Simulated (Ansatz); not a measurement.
Stretching the B1–H2 bond in BH2I (SMILES BI) (multiplicity 1 held, fragments rigid). Energies count from the point at 1.183 Å.
Geometry at that point (charge 0, multiplicity 1):
```xyz
4

B     -1.007    -1.528     0.263
H     -0.625    -2.305     1.069
H     -1.987    -1.659    -0.386
I      0.144     0.219    -0.038
```

R- and RO- levels are restricted; in cc, def2 and unpolarised 6-31G sets they are followed outwards from rest. U- levels take the lowest unrestricted solution at each point, which mixes spins at long bonds. Active spaces are followed from a long bond inwards. Curves can end on different states.

Frozen-core correlation. Filled d and f shells under p-block atoms count as core.

Codes used: Ansatz (Gaussian orbitals). Values without a source in brackets are computed. In def2 rows elements past Kr take small-core potentials, without spin–orbit coupling.

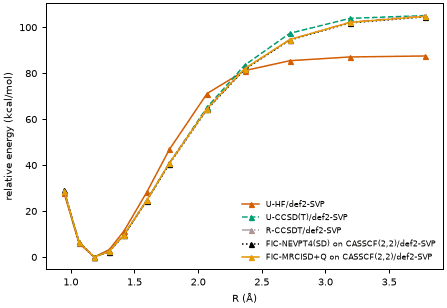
Figure. Relative energy along the coordinate

Doubts at one or more of the structures used: a spin-contaminated determinant (U-HF/def2-SVP, U-CCSD(T)/def2-SVP); T1 above 0.05 (U-CCSD(T)/def2-SVP, R-CCSDT/def2-SVP); a restricted determinant that unrestricted orbitals would lower (R-CCSDT/def2-SVP); other coupled-cluster roots lie near (R-CCSDT/def2-SVP).

Ansatz is a quantum-chemistry and plane-wave program.
